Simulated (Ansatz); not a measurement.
# C2H5AlFN: a ladder of functionals and wavefunction methods, part 2 of 2

Ansatz 0.2.0, Gaussian basis; functionals in def2-TZVPP, the program's frozen cores in correlated methods.

## 14. CAM-B3LYP-D4 (range-separated)

File in.yaml:

```yaml
crystal:
  periodic: [false, false, false]
  atoms:
    - {symbol: N, position_ang: [-0.400741, 1.059932, 1.675450]}
    - {symbol: C, position_ang: [-0.409210, 0.287801, 0.560141]}
    - {symbol: C, position_ang: [0.652069, -0.041856, -0.211099]}
    - {symbol: Al, position_ang: [0.427141, -1.181604, -1.706101]}
    - {symbol: F, position_ang: [-1.116036, -1.722838, -1.998587]}
    - {symbol: H, position_ang: [0.431363, 1.565522, 1.923385]}
    - {symbol: H, position_ang: [-1.263002, 1.378693, 2.075343]}
    - {symbol: H, position_ang: [-1.398136, -0.101308, 0.322889]}
    - {symbol: H, position_ang: [1.618475, 0.376333, 0.074712]}
    - {symbol: H, position_ang: [1.541276, -1.671773, -2.713032]}
basis:
  gaussian: {orbitals: def2-TZVPP}
hamiltonian: {xc: {name: CAM-B3LYP}, dispersion: d4}
output: {orbitals: {seedname: orbitals}}
```

Command:

```sh
$ ansatz run in.yaml --threads 4 --pin off --events-out ev --progress --plain --max-ram 10444MiB
```

Standard output, shortened:

```text
Functional definition: CAM-B3LYP
  name "CAM-B3LYP"
  cite "Yanai, Tew & Handy, Chem. Phys. Lett. 393, 51 (2004) doi:10.1016/j.cplett.2004.06.011"
  cite "Iikura, Tsuneda, Yanai & Hirao, J. Chem. Phys. 115, 3540 (2001) doi:10.1063/1.1383587"
  cite "Becke, Phys. Rev. A 38, 3098 (1988) doi:10.1103/PhysRevA.38.3098"
  cite "Lee, Yang & Parr, Phys. Rev. B 37, 785 (1988) doi:10.1103/PhysRevB.37.785"
  cite "Vosko, Wilk & Nusair, Can. J. Phys. 58, 1200 (1980) doi:10.1139/p80-159"
[...]
  # Exact exchange under (alpha + beta erf(omega r))/r, Becke's under what is left of 1/r.
[...]
1254 factors; their error is unknown
321 factors; integrals over basis functions are off by at most 1.5e-5 eV
[...]
mean field -12961.68471422 eV, -476.3331275022 hartree, gradient 2.1e-5 eV, S^2 0.000000; 0 other end points of the search recorded, 0 dependent functions left out
reference -12961.68484860 eV, -476.3331324405 hartree; 23, 23 occupied and 213, 213 virtual orbitals, 1254 factors
Total energy: -12961.83514304 eV, -476.3386556594 hartree
```

Wall time 2.6 s (4 threads of Arm Neoverse V2, shared host); peak memory 0.57 GiB.

With the free atoms at this level, -12921.751 eV in sum, the atomisation energy is 3867.6 kJ/mol. HOMO -7.63 eV, LUMO 0.26 eV.

## 15. LC-ωPBE (range-separated)

in.yaml, as its differences from that of step 14:

```diff
@@ -15,3 +15,3 @@
   gaussian: {orbitals: def2-TZVPP}
-hamiltonian: {xc: {name: CAM-B3LYP}, dispersion: d4}
+hamiltonian: {xc: {name: LC-wPBE}}
 output: {orbitals: {seedname: orbitals}}
```

The command is unchanged.

Standard output, shortened:

```text
Functional definition: LC-wPBE
  name "LC-wPBE"
  cite "Vydrov & Scuseria, J. Chem. Phys. 125, 234109 (2006) doi:10.1063/1.2409292"
  cite "Heyd & Scuseria, J. Chem. Phys. 120, 7274 (2004) doi:10.1063/1.1668634"
  cite "Ernzerhof & Perdew, J. Chem. Phys. 109, 3313 (1998) doi:10.1063/1.476928"
  cite "Perdew, Burke & Ernzerhof, Phys. Rev. Lett. 77, 3865 (1996) doi:10.1103/PhysRevLett.77.3865"
  parent pbe
[...]
1235 factors; their error is unknown
404 factors; integrals over basis functions are off by at most 3.2e-5 eV
[...]
mean field -12957.72542238 eV, -476.1876262106 hartree, gradient 2.3e-5 eV, S^2 0.000000; 0 other end points of the search recorded, 0 dependent functions left out
reference -12957.72542238 eV, -476.1876262109 hartree; 23, 23 occupied and 213, 213 virtual orbitals, 1235 factors
Total energy: -12957.72542238 eV, -476.1876262109 hartree
```

Wall time 2 s (4 threads of Arm Neoverse V2, shared host); peak memory 0.38 GiB.

With the free atoms at this level, -12917.932 eV in sum, the atomisation energy is 3839.5 kJ/mol. HOMO -8.94 eV, LUMO 1.33 eV.

## 16. ωB97X-V (range-separated)

in.yaml, as its differences from that of step 15:

```diff
@@ -15,3 +15,3 @@
   gaussian: {orbitals: def2-TZVPP}
-hamiltonian: {xc: {name: LC-wPBE}}
+hamiltonian: {xc: {name: wB97X-V}}
 output: {orbitals: {seedname: orbitals}}
```

Launched as before.

Standard output, shortened:

```text
Functional definition: wB97X-V
  name "wB97X-V"
  cite "Mardirossian & Head-Gordon, Phys. Chem. Chem. Phys. 16, 9904 (2014) doi:10.1039/C3CP54374A"
  cite "Becke, J. Chem. Phys. 107, 8554 (1997) doi:10.1063/1.475007"
  cite "Vydrov & Van Voorhis, J. Chem. Phys. 133, 244103 (2010) doi:10.1063/1.3521275"
[...]
      + integral(e_c_pw_opposite_spin*poly(b97_u_opposite, cos0, cos1)) + vv10(b, c)
1254 factors; their error is unknown
303 factors; integrals over basis functions are off by at most 1.0e-5 eV
[...]
mean field -12960.75941232 eV, -476.2991232846 hartree, gradient 2.1e-5 eV, S^2 0.000000; 0 other end points of the search recorded, 0 dependent functions left out
reference -12960.75941013 eV, -476.2991232041 hartree; 23, 23 occupied and 213, 213 virtual orbitals, 1254 factors
Total energy: -12960.75941013 eV, -476.2991232041 hartree
```

Wall time 6 s (4 threads of Arm Neoverse V2, shared host); peak memory 0.63 GiB.

With the free atoms at this level, -12920.867 eV in sum, the atomisation energy is 3849.0 kJ/mol. HOMO -8.59 eV, LUMO 1.24 eV.

## 17. ωB97M-V (range-separated)

in.yaml, as its differences from that of step 16:

```diff
@@ -15,3 +15,3 @@
   gaussian: {orbitals: def2-TZVPP}
-hamiltonian: {xc: {name: wB97X-V}}
-output: {orbitals: {seedname: orbitals}}
+hamiltonian: {xc: {name: wB97M-V}}
+output: {forces: true, orbitals: {seedname: orbitals}}
```

The command is unchanged.

Standard output:

```text
Functional definition: wB97M-V
  name "wB97M-V"
  cite "Mardirossian & Head-Gordon, J. Chem. Phys. 144, 214110 (2016) doi:10.1063/1.4952647"
  cite "Becke, J. Chem. Phys. 107, 8554 (1997) doi:10.1063/1.475007"
  cite "Vydrov & Van Voorhis, J. Chem. Phys. 133, 244103 (2010) doi:10.1063/1.3521275"
  # Of w^i u^j: cxij and so on, Table III.
  parameter omega = 0.3/bohr
  parameter cx = 0.15
  parameter cx01 = 1.007
  parameter cx10 = 0.259
  parameter css00 = 0.443
  parameter css04 = -1.437
  parameter css10 = -4.535
  parameter css20 = -3.390
  parameter css43 = 4.278
  parameter cos00 = 1.000
  parameter cos10 = 1.358
  parameter cos20 = 2.924
  parameter cos21 = -8.812
  parameter cos60 = -1.390
  parameter cos61 = 9.142
  parameter b = 6.0
  parameter c = 0.01
  gx(w, u) = 1 - cx + cx01*u + cx10*w
  gss(w, u) = css00 + css04*u^4 + css10*w + css20*w^2 + css43*w^4*u^3
  gos(w, u) = cos00 + cos10*w + (cos20 + cos21*u)*w^2 + (cos60 + cos61*u)*w^6
  exchange = spin_sum(e_x_unif_sr(omega)*gx(b97_w, b97_u_x)) + cx*exact_x_sr(omega) + exact_x_lr(omega)
  correlation = spin_sum(e_c_pw_mod_same_spin*gss(b97_w, b97_u_same))
      + integral(e_c_pw_mod_opposite_spin*gos(b97_w_opposite, b97_u_opposite)) + vv10(b, c)
1238 factors; their error is unknown
303 factors; integrals over basis functions are off by at most 1.0e-5 eV
mean field evaluation 1: about -12954.1398 eV, gradient 6.1e1 eV
mean field evaluation 2: about -12955.4248 eV, gradient 5.9e1 eV
mean field evaluation 4: about -12961.2047 eV, gradient 2.6e0 eV
mean field evaluation 8: about -12961.2253 eV, gradient 1.2e-1 eV
mean field evaluation 16: about -12961.2330 eV, gradient 7.0e-4 eV
mean field -12961.23295236 eV, -476.3165255600 hartree, gradient 6.3e-5 eV, S^2 0.000000; 0 other end points of the search recorded, 0 dependent functions left out
the calculation of the forces begins
reference -12961.23300561 eV, -476.3165275170 hartree; 23, 23 occupied and 213, 213 virtual orbitals, 1238 factors
Total energy: -12961.23300561 eV, -476.3165275170 hartree
Atom 0 at    -0.400741     1.059932     1.675450 Å, force     0.011254     0.183774     0.256544 eV/Å
Atom 1 at    -0.409210     0.287801     0.560141 Å, force    -0.024137    -0.220475    -0.295843 eV/Å
Atom 2 at     0.652069    -0.041856    -0.211099 Å, force     0.013612     0.026159     0.026053 eV/Å
Atom 3 at     0.427141    -1.181604    -1.706101 Å, force     0.199245    -0.006187    -0.073055 eV/Å
Atom 4 at    -1.116036    -1.722838    -1.998587 Å, force    -0.089391    -0.027228    -0.009918 eV/Å
Atom 5 at     0.431363     1.565522     1.923385 Å, force    -0.035477    -0.017813    -0.017064 eV/Å
Atom 6 at    -1.263002     1.378693     2.075343 Å, force     0.044271    -0.011562    -0.021869 eV/Å
Atom 7 at    -1.398136    -0.101308     0.322889 Å, force     0.076258     0.030640     0.013115 eV/Å
Atom 8 at     1.618475     0.376333     0.074712 Å, force    -0.076740    -0.007917     0.014998 eV/Å
Atom 9 at     1.541276    -1.671773    -2.713032 Å, force    -0.118896     0.050609     0.107041 eV/Å
Dipole moment:     0.027354     0.547077     0.601231 e Å
```

It took 9 s on 4 threads of Arm Neoverse V2, shared host; peak memory 0.75 GiB.

Atomisation energy: 3854.0 kJ/mol (free atoms -12921.289 eV, run apart). HOMO -8.51 eV, LUMO 1.01 eV.

## 18. B2PLYP (double hybrid)

in.yaml, as its differences from that of step 17:

```diff
@@ -15,3 +15,2 @@
   gaussian: {orbitals: def2-TZVPP}
-hamiltonian: {xc: {name: wB97M-V}}
-output: {forces: true, orbitals: {seedname: orbitals}}
+hamiltonian: {xc: {name: B2PLYP}}
```

Same command.

Standard output, shortened:

```text
Functional definition: B2PLYP
  name "B2PLYP"
  cite "Grimme, J. Chem. Phys. 124, 034108 (2006) doi:10.1063/1.2148954"
  cite "Becke, Phys. Rev. A 38, 3098 (1988) doi:10.1103/PhysRevA.38.3098"
  cite "Lee, Yang & Parr, Phys. Rev. B 37, 785 (1988) doi:10.1103/PhysRevB.37.785"
[...]
1418 factors; integrals over basis functions are off by at most 1.1e-3 eV
[...]
mean field -12948.66255397 eV, -475.8545719397 hartree, gradient 3.6e-6 eV, S^2 0.000000; 0 other end points of the search recorded, 0 dependent functions left out
9 core orbitals not correlated: weight in the atoms' cores, before any rotation towards them, 1.000 or more for the frozen orbitals, at most 0.000 for the correlated occupied ones
reference -12948.66272681 eV, -475.8545782914 hartree; 14, 14 occupied and 213, 213 virtual orbitals, 1418 factors
second order -28.26107121 eV of doubles, -0.00000000 eV of singles
Total energy: -12956.29321604 eV, -476.1349935984 hartree
```

It took 4.3 s on 4 threads of Arm Neoverse V2, shared host; peak memory 0.55 GiB.

With the free atoms at this level, -12916.789 eV in sum, the atomisation energy is 3811.6 kJ/mol.

## 19. PBE-QIDH (double hybrid)

in.yaml, as its differences from that of step 18:

```diff
@@ -15,2 +15,2 @@
   gaussian: {orbitals: def2-TZVPP}
-hamiltonian: {xc: {name: B2PLYP}}
+hamiltonian: {xc: {name: PBE-QIDH}}
```

Same command.

Standard output, shortened:

```text
Functional definition: PBE-QIDH
  name "PBE-QIDH"
  cite "Brémond, Sancho-García, Pérez-Jiménez & Adamo, J. Chem. Phys. 141, 031101 (2014) doi:10.1063/1.4890314"
  cite "Perdew, Burke & Ernzerhof, Phys. Rev. Lett. 77, 3865 (1996) doi:10.1103/PhysRevLett.77.3865"
[...]
1418 factors; integrals over basis functions are off by at most 1.1e-3 eV
[...]
mean field -12941.80859278 eV, -475.6026935118 hartree, gradient 3.9e-6 eV, S^2 0.000000; 0 other end points of the search recorded, 0 dependent functions left out
9 core orbitals not correlated: weight in the atoms' cores, before any rotation towards them, 1.000 or more for the frozen orbitals, at most 0.000 for the correlated occupied ones
reference -12941.80860611 eV, -475.6026940015 hartree; 14, 14 occupied and 213, 213 virtual orbitals, 1418 factors
second order -26.24485299 eV of doubles, -0.00000000 eV of singles
Total energy: -12950.55689044 eV, -475.9241875209 hartree
```

Wall time 4.4 s (4 threads of Arm Neoverse V2, shared host); peak memory 0.56 GiB.

Atomisation energy: 3810.2 kJ/mol (free atoms -12911.067 eV, run apart).

## 20. Frontier levels by functional

Dipoles come from the runs that computed forces. Levels, from each run's orbital file:

```tsv
functional	HOMO (eV)	LUMO (eV)	gap (eV)	dipole (D)
LDA (SPW92)	-5.51	-1.70	3.82	
PBE-D4	-5.32	-1.46	3.86	4.17
revPBE-D4	-5.25	-1.35	3.89	
BLYP-D4	-5.16	-1.34	3.81	
r2SCAN-D4	-5.51	-1.20	4.31	4.16
B97M-V	-5.54	-1.29	4.25	
PBE0-D4	-6.38	-0.67	5.71	
B3LYP-D4	-6.17	-0.89	5.28	4.04
r2SCANh-D4	-5.91	-0.92	4.99	
r2SCAN0-D4	-6.52	-0.51	6.01	
HSE06-D4	-5.99	-1.04	4.94	
BHLYP-D4	-7.31	0.13	7.44	
CAM-B3LYP-D4	-7.63	0.26	7.89	
LC-ωPBE	-8.94	1.33	10.27	
ωB97X-V	-8.59	1.24	9.83	
ωB97M-V	-8.51	1.01	9.52	3.91
```

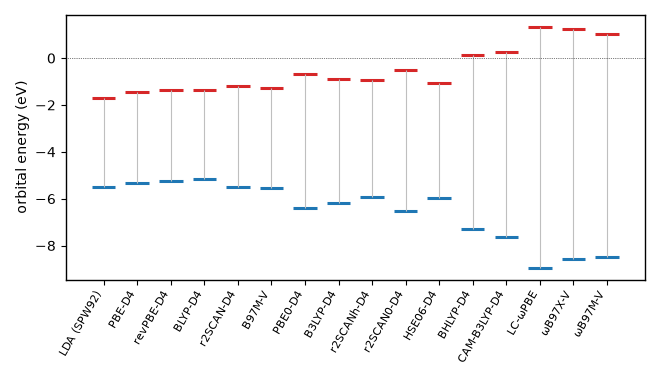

Highest occupied (blue) and lowest empty (red) level by functional.

## 21. CCSD(T) in def2-SVP

in.yaml, as its differences from that of step 19:

```diff
@@ -14,3 +14,3 @@
 basis:
-  gaussian: {orbitals: def2-TZVPP}
-hamiltonian: {xc: {name: PBE-QIDH}}
+  gaussian: {orbitals: def2-SVP}
+correlation: {method: ccsd_t}
```

The command is unchanged.

Standard output, shortened:

```text
Functional definition: HF
  name "HF"
  cite "Fock, Z. Phys. 61, 126 (1930) doi:10.1007/BF01340294"
  parent pbe
[...]
981 factors; integrals over basis functions are off by at most 1.1e-3 eV
[...]
mean field -12905.28232306 eV, -474.2603778580 hartree, gradient 2.0e-6 eV, S^2 0.000000; 0 other end points of the search recorded, 0 dependent functions left out
9 core orbitals not correlated: weight in the atoms' cores, before any rotation towards them, 1.000 or more for the frozen orbitals, at most 0.000 for the correlated occupied ones
reference -12905.28232306 eV, -474.2603778580 hartree; 14, 14 occupied and 76, 76 virtual orbitals, 981 factors
second order -18.49474231 eV of doubles, -0.00000000 eV of singles
cycle   1  -18.93730327 eV  change   -4.4e-1 eV  update   1.0e-1
[...]
cycle   9  -19.51820709 eV  change   -1.5e-5 eV  update   2.9e-5
perturbative correction -0.54317805 eV, -0.0199614253 hartree
Total energy: -12925.34370821 eV, -474.9976201639 hartree
```

Run time: 3.4 s. Hardware: 4 threads of Arm Neoverse V2, shared host; peak memory 0.41 GiB.

## 22. CCSD(T) in def2-TZVPP

in.yaml, as its differences from that of step 21:

```diff
@@ -14,3 +14,4 @@
 basis:
-  gaussian: {orbitals: def2-SVP}
+  gaussian: {orbitals: def2-TZVPP}
 correlation: {method: ccsd_t}
+output: {orbitals: {seedname: orbitals}}
```

The command is unchanged.

Standard output, shortened:

```text
Functional definition: HF
  name "HF"
  cite "Fock, Z. Phys. 61, 126 (1930) doi:10.1007/BF01340294"
  parent pbe
[...]
1418 factors; integrals over basis functions are off by at most 1.1e-3 eV
[...]
mean field -12915.25277438 eV, -474.6267851858 hartree, gradient 1.5e-6 eV, S^2 0.000000; 0 other end points of the search recorded, 0 dependent functions left out
9 core orbitals not correlated: weight in the atoms' cores, before any rotation towards them, 1.000 or more for the frozen orbitals, at most 0.000 for the correlated occupied ones
reference -12915.25277438 eV, -474.6267851858 hartree; 14, 14 occupied and 213, 213 virtual orbitals, 1418 factors
second order -23.40591596 eV of doubles, -0.00000000 eV of singles
cycle   1  -23.50962357 eV  change   -1.0e-1 eV  update   1.1e-1
[...]
cycle  10  -24.16633313 eV  change   -1.7e-5 eV  update   1.6e-5
perturbative correction -0.93809621 eV, -0.0344743998 hartree
Total energy: -12940.35720372 eV, -475.5493559477 hartree
```

It took 100 s on 4 threads of Arm Neoverse V2, shared host; peak memory 4.4 GiB.

## 23. MP2 in def2-QZVPP

in.yaml, as its differences from that of step 22:

```diff
@@ -14,4 +14,3 @@
 basis:
-  gaussian: {orbitals: def2-TZVPP}
-correlation: {method: ccsd_t}
-output: {orbitals: {seedname: orbitals}}
+  gaussian: {orbitals: "def2-QZVPP.json"}
+correlation: {method: mp2}
```

The command is unchanged.

Standard output:

```text
Functional definition: HF
  name "HF"
  cite "Fock, Z. Phys. 61, 126 (1930) doi:10.1007/BF01340294"
  parent pbe
  exchange = exact_x
  correlation = 0
2682 factors; integrals over basis functions are off by at most 9.8e-4 eV
mean field evaluation 1: about -12910.5489 eV, gradient 4.8e1 eV
mean field evaluation 2: about -12910.6707 eV, gradient 4.8e1 eV
mean field evaluation 4: about -12915.6918 eV, gradient 4.0e0 eV
mean field evaluation 8: about -12915.7553 eV, gradient 2.8e-1 eV
mean field -12915.75574197 eV, -474.6452689039 hartree, gradient 1.6e-6 eV, S^2 0.000000; 0 other end points of the search recorded, 0 dependent functions left out
9 core orbitals not correlated: weight in the atoms' cores, before any rotation towards them, 1.000 or more for the frozen orbitals, at most 0.000 for the correlated occupied ones
reference -12915.75574197 eV, -474.6452689039 hartree; 14, 14 occupied and 425, 425 virtual orbitals, 2682 factors
second order -25.22142699 eV of doubles, -0.00000000 eV of singles
Total energy: -12940.97716897 eV, -475.5721392501 hartree
```

Wall time 17 s (4 threads of Arm Neoverse V2, shared host); peak memory 2.4 GiB.

Energy pieces by basis (eV):

```tsv
basis	HF	MP2 correlation	CCSD correlation	(T)	total
def2-SVP	-12905.2823	-18.4947	-19.5182	-0.5432	-12925.3437
def2-TZVPP	-12915.2528	-23.4059	-24.1663	-0.9381	-12940.3572
def2-QZVPP	-12915.7557	-25.2214			-12940.9772 (MP2)
```

The report of the def2-TZVPP run gives T1 = 0.0131.

## 24. Extrapolating to the complete basis

This step is arithmetic on the last runs, with X = 3 and 4: exp(−7.88√X) for Hartree-Fock, X^−2.97 for correlation; only MP2 was run in the larger set, so CCSD(T) minus MP2 is added from the smaller one.

```tsv
level	energy at the limit (eV)
HF	-12915.8250
MP2	-12942.3913
CCSD	-12943.1517
CCSD(T)	-12944.0898
```

## 25. RPA on PBE orbitals

in.yaml, as its differences from that of step 23:

```diff
@@ -14,3 +14,4 @@
 basis:
-  gaussian: {orbitals: "def2-QZVPP.json"}
-correlation: {method: mp2}
+  gaussian: {orbitals: def2-TZVPP}
+hamiltonian: {xc: pbe}
+correlation: {method: rpa}
```

The command is unchanged.

Standard output, shortened:

```text
Functional definition: PBE
  name "PBE"
  cite "Perdew, Burke & Ernzerhof, Phys. Rev. Lett. 77, 3865 (1996) doi:10.1103/PhysRevLett.77.3865"
  parent pbe
[...]
1418 factors; integrals over basis functions are off by at most 1.1e-3 eV
[...]
mean field -12952.91099953 eV, -476.0106994343 hartree, gradient 5.3e-6 eV, S^2 0.000000; 0 other end points of the search recorded, 0 dependent functions left out
9 core orbitals not correlated: weight in the atoms' cores, before any rotation towards them, 1.000 or more for the frozen orbitals, at most 0.000 for the correlated occupied ones
reference -12913.69805632 eV, -474.5696503509 hartree; 14, 14 occupied and 213, 213 virtual orbitals, 1418 factors
Total energy: -12951.23502742 eV, -475.9491085953 hartree
```

It took 4.6 s on 4 threads of Arm Neoverse V2, shared host; peak memory 0.57 GiB.

RPA correlation: -37.537 eV. No RPA run of the hydrogen atom was made, so RPA has no atomisation energy below.

## 26. All levels against the reference

Free atoms (1 N, 2 C, 1 Al, 1 F, 5 H) were run apart at each level; the atomisation energy is their sum less the molecule, without zero-point or spin-orbit terms.

Differences are taken before rounding.

```tsv
method	rung	atomisation energy (kJ/mol)	from CCSD(T)/CBS (kJ/mol)	time
LDA (SPW92)	LDA	4405.2	+563.6	1.1 s
PBE-D4	GGA	3933.7	+92.2	2.1 s
revPBE-D4	GGA	3830.2	-11.3	1.7 s
BLYP-D4	GGA	3859.8	+18.2	1.7 s
r2SCAN-D4	meta-GGA	3852.8	+11.2	3.7 s
B97M-V	meta-GGA	3863.3	+21.7	6.5 s
PBE0-D4	hybrid	3845.8	+4.3	2.3 s
B3LYP-D4	hybrid	3849.8	+8.3	3.5 s
r2SCANh-D4	hybrid	3822.5	-19.0	4.1 s
r2SCAN0-D4	hybrid	3779.1	-62.5	4 s
HSE06-D4	hybrid	3848.7	+7.2	2.5 s
BHLYP-D4	hybrid	3720.3	-121.3	2.3 s
CAM-B3LYP-D4	range-separated	3867.6	+26.0	2.6 s
LC-ωPBE	range-separated	3839.5	-2.0	2 s
ωB97X-V	range-separated	3849.0	+7.5	6 s
ωB97M-V	range-separated	3854.0	+12.4	9 s
B2PLYP	double hybrid	3811.6	-29.9	4.3 s
PBE-QIDH	double hybrid	3810.2	-31.3	4.4 s
HF/def2-TZVPP	wavefunction	2766.9	-1074.7	
MP2/def2-TZVPP	wavefunction	3816.2	-25.3	
CCSD/def2-TZVPP	wavefunction	3668.8	-172.7	
CCSD(T)/def2-SVP	wavefunction	3624.6	-217.0	3.4 s
CCSD(T)/def2-TZVPP	wavefunction	3730.7	-110.8	100 s
MP2/CBS	wavefunction	3927.1	+85.5	
CCSD(T)/CBS	wavefunction	3841.5	0	1.9 min
```

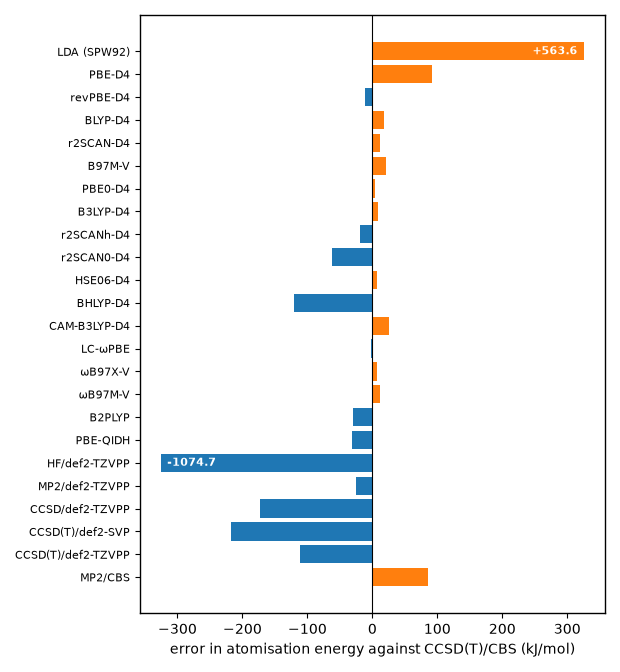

How far each level lands from CCSD(T)/CBS. Bars with a number in them are cut short.

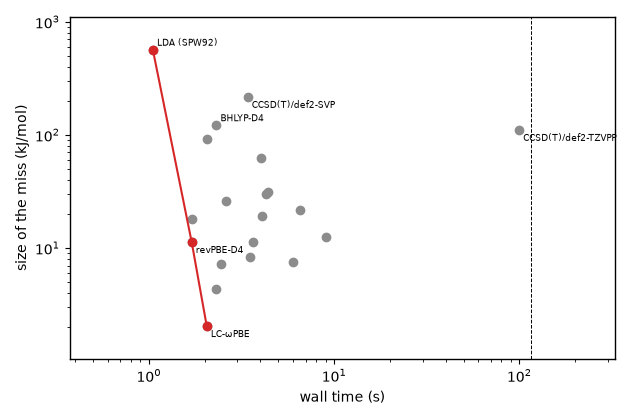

Miss against cost. Red marks the levels that no quicker level drawn beats (of those quicker than the yardstick), and the dashed line is the time of CCSD(T)/CBS. Only those levels and the largest misses are named. Times are from a shared host.

LDA (SPW92), LC-ωPBE, B2PLYP, PBE-QIDH carry no dispersion term (for B3LYP, D4 adds 27.4 kJ/mol).

Times are those of the molecule's run; HF, MP2 and CCSD come out of the CCSD(T) runs, and the limit's time is the sum of the runs that it needs.

## 27. Outcome

What follows sums up all 2 parts.

| quantity | value |
| --- | --- |
| atomisation energy, CCSD(T)/CBS | 3841.5 kJ/mol |
| functionals within 19.2 kJ/mol (0.5 %) | revPBE-D4, BLYP-D4, r2SCAN-D4, PBE0-D4, B3LYP-D4, r2SCANh-D4, HSE06-D4, LC-ωPBE, ωB97X-V, ωB97M-V |
| farthest beyond LDA | BHLYP-D4 (-121.3 kJ/mol) |
| mean size of error, GGA | 40.6 kJ/mol |
| mean size of error, meta-GGA | 16.5 kJ/mol |
| mean size of error, hybrid | 37.1 kJ/mol |
| mean size of error, range-separated | 12.0 kJ/mol |
| mean size of error, double hybrid | 30.6 kJ/mol |
| gap, smallest and largest | 3.81 eV (BLYP-D4), 10.27 eV (LC-ωPBE) |
| T1 diagnostic | 0.0131 |
| triples share of the correlation energy | 3.7 % |

LDA overbinds by 563.6 kJ/mol (15 %). PBE-D4 is off by +92.2 kJ/mol. Double hybrids carry the basis error of their MP2 part in triple zeta, and no dispersion term here, so their miss is partly the set-up's. The rungs range-separated, meta-GGA miss on average by less than the doubt on the reference (19.2 kJ/mol), so they tie. The reference freezes the cores and leaves out relativity and excitations past (T), so misses under about 19.2 kJ/mol can't be ranked. Hartree-Fock recovers 72 % of the binding; the rest is correlation. CCSD(T) in def2-SVP is off by -217.0 kJ/mol, more than most functionals: a good method in a small basis is no reference. The gap grows from 3.8 to 10.3 eV across the functionals, mostly with the share of exact exchange.

For cost: LC-ωPBE gets within 2.0 kJ/mol in 2 s, where CCSD(T)/CBS took 1.9 min; the quickest level in the cost chart, LDA (SPW92), takes 1.1 s and misses by 563.6 kJ/mol.
